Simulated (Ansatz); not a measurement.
# C2H7NSi (SMILES C=NC[SiH3]): wB97M-V/cc-pVDZ

What is the energy change on altering one bond length of C2H7NSi at wB97M-V/cc-pVDZ? 

Program for the calculation: Ansatz 0.2.0.

52 further runs of the same task are left out: 52 set aside as unsound or not needed.

### Step 1. The structure to begin with

C2H7NSi has 11 atoms, charge 0, and is taken as a singlet. SMILES: `C=NC[SiH3]`. The coordinates come from a PBE0-D4/def2-TZVP relaxation. This is one conformer, not always the lowest.

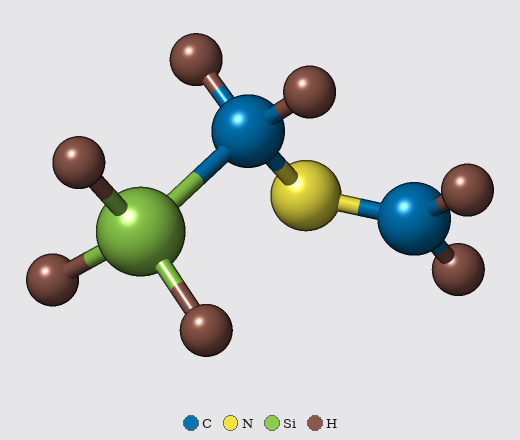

Viewed from a chosen angle; carbon blue, nitrogen yellow, silicon green, hydrogen brown.

### Step 2. A single-point energy at wB97M-V/cc-pVDZ

in.yaml

```yaml
crystal:
  periodic: [false, false, false]
  atoms:
    - {symbol: C, position_ang: [-0.639400, 1.869300, 0.363900]}
    - {symbol: N, position_ang: [-0.998600, 0.713100, 0.018000]}
    - {symbol: C, position_ang: [-0.299000, -0.417000, 0.562600]}
    - {symbol: Si, position_ang: [0.706300, -1.257400, -0.802700]}
    - {symbol: H, position_ang: [-1.145900, 2.733500, -0.063200]}
    - {symbol: H, position_ang: [0.166900, 2.059000, 1.086600]}
    - {symbol: H, position_ang: [-1.029900, -1.151400, 0.917900]}
    - {symbol: H, position_ang: [0.365200, -0.161700, 1.404500]}
    - {symbol: H, position_ang: [1.729600, -0.311300, -1.319900]}
    - {symbol: H, position_ang: [-0.179800, -1.683000, -1.914500]}
    - {symbol: H, position_ang: [1.389900, -2.450100, -0.232400]}
basis:
  gaussian:
    orbitals: cc-pVDZ
accuracy: high
output: {orbitals: {seedname: orbitals}}
hamiltonian:
  xc: {name: wB97M-V}
```

Run with:

```bash
$ ansatz run in.yaml --threads 1 --pin off --max-ram 2610MiB --events-out events.jsonl --progress --plain --runs-dir runs
```

Standard output:

```text
Warning: RAYON_NUM_THREADS=1 ignored (pool sized by the plan → 1); use --threads N
Functional definition: wB97M-V
  name "wB97M-V"
  parameter omega = 0.3/bohr
  parameter cx = 0.15
  parameter cx01 = 1.007
  parameter cx10 = 0.259
  parameter css00 = 0.443
  parameter css04 = -1.437
  parameter css10 = -4.535
  parameter css20 = -3.390
  parameter css43 = 4.278
  parameter cos00 = 1.000
  parameter cos10 = 1.358
  parameter cos20 = 2.924
  parameter cos21 = -8.812
  parameter cos60 = -1.390
  parameter cos61 = 9.142
  parameter b = 6.0
  parameter c = 0.01
  gx(w, u) = 1 - cx + cx01*u + cx10*w
  gss(w, u) = css00 + css04*u^4 + css10*w + css20*w^2 + css43*w^4*u^3
  gos(w, u) = cos00 + cos10*w + (cos20 + cos21*u)*w^2 + (cos60 + cos61*u)*w^6
  exchange = spin_sum(e_x_unif_sr(omega)*gx(b97_w, b97_u_x)) + cx*exact_x_sr(omega) + exact_x_lr(omega)
  correlation = spin_sum(e_c_pw_mod_same_spin*gss(b97_w, b97_u_same))
      + integral(e_c_pw_mod_opposite_spin*gos(b97_w_opposite, b97_u_opposite)) + vv10(b, c)
2314 factors; integrals over basis functions are off by at most 3.8e-9 eV
413 factors; integrals over basis functions are off by at most 2.3e-9 eV
mean field evaluation 1: about -11549.6703 eV, gradient 3.0e1 eV
mean field evaluation 2: about -11550.2524 eV, gradient 2.8e1 eV
mean field evaluation 4: about -11551.9461 eV, gradient 1.5e0 eV
mean field evaluation 8: about -11552.0987 eV, gradient 7.7e-2 eV
mean field evaluation 16: about -11552.0987 eV, gradient 3.3e-5 eV
mean field -11552.09867782 eV, -424.5317961160 hartree, gradient 3.7e-8 eV, S^2 0.000000; 0 other end points of the search recorded, 0 dependent functions left out
reference -11552.09868267 eV, -424.5317962944 hartree; 20, 20 occupied and 75, 75 virtual orbitals, 2314 factors
Total energy: -11552.09868267 eV, -424.5317962944 hartree
```

It took 93 s on 1 thread of Arm Neoverse V1, shared host; peak memory 0.63 GiB.

### Step 3. The distorted shape, same level

job.yaml

```yaml
crystal:
  periodic: [false, false, false]
  atoms:
    - {symbol: C, position_ang: [-0.506460, 1.933152, 0.530701]}
    - {symbol: N, position_ang: [-0.865660, 0.776952, 0.184801]}
    - {symbol: C, position_ang: [-0.166060, -0.353148, 0.729401]}
    - {symbol: Si, position_ang: [0.839240, -1.193548, -0.635899]}
    - {symbol: H, position_ang: [-1.012960, 2.797352, 0.103601]}
    - {symbol: H, position_ang: [0.299840, 2.122852, 1.253401]}
    - {symbol: H, position_ang: [-0.896960, -1.087548, 1.084701]}
    - {symbol: H, position_ang: [0.498140, -0.097848, 1.571301]}
    - {symbol: H, position_ang: [1.862540, -0.247448, -1.153099]}
    - {symbol: H, position_ang: [-0.179800, -1.683000, -1.914500]}
    - {symbol: H, position_ang: [1.522840, -2.386248, -0.065599]}
basis:
  gaussian:
    orbitals: cc-pVDZ
total_charge: 0
hamiltonian:
  xc: {name: wB97M-V}
accuracy: high
output: {orbitals: {seedname: orbitals}}
```

Run with:

```bash
$ ansatz run job.yaml --threads 1 --pin off --max-ram 2610MiB --events-out events.jsonl --progress --plain --runs-dir runs
```

Standard output, cut to the lines that bear on the results:

```text
Warning: RAYON_NUM_THREADS=1 ignored (pool sized by the plan → 1); use --threads N
[... 2 set-up lines as earlier in the session ...]
[...]
  gx(w, u) = 1 - cx + cx01*u + cx10*w
  gss(w, u) = css00 + css04*u^4 + css10*w + css20*w^2 + css43*w^4*u^3
  gos(w, u) = cos00 + cos10*w + (cos20 + cos21*u)*w^2 + (cos60 + cos61*u)*w^6
[...]
      + integral(e_c_pw_mod_opposite_spin*gos(b97_w_opposite, b97_u_opposite)) + vv10(b, c)
2311 factors; integrals over basis functions are off by at most 3.8e-9 eV
416 factors; integrals over basis functions are off by at most 2.3e-9 eV
[...]
mean field -11551.77900247 eV, -424.5200482638 hartree, gradient 3.0e-8 eV, S^2 0.000000; 0 other end points of the search recorded, 0 dependent functions left out
reference -11551.77900735 eV, -424.5200484432 hartree; 20, 20 occupied and 75, 75 virtual orbitals, 2311 factors
Total energy: -11551.77900735 eV, -424.5200484432 hartree
```

It took 88 s on 1 thread of Arm Neoverse V1, shared host; peak memory 0.62 GiB.

### Step 4. What came out

At wB97M-V/cc-pVDZ:

| quantity | value |
| --- | --- |
| first shape: total energy | -424.53180 Eh |
| first shape: HOMO energy | -9.66 eV |
| first shape: LUMO energy | 2.11 eV |
| first shape: HOMO–LUMO gap | 11.77 eV |
| distorted shape: total energy | -424.52005 Eh |
| distorted shape: HOMO energy | -9.69 eV |
| distorted shape: LUMO energy | 2.06 eV |
| distorted shape: HOMO–LUMO gap | 11.76 eV |
| energy change with the Si4–H10 bond stretched from 1.484 to 1.707 Å | 0.320 eV |

With the Si4–H10 bond stretched from 1.484 to 1.707 Å the energy rises by 0.32 eV (7.4 kcal/mol). The first shape isn't relaxed at this level, so the change isn't measured from a minimum.
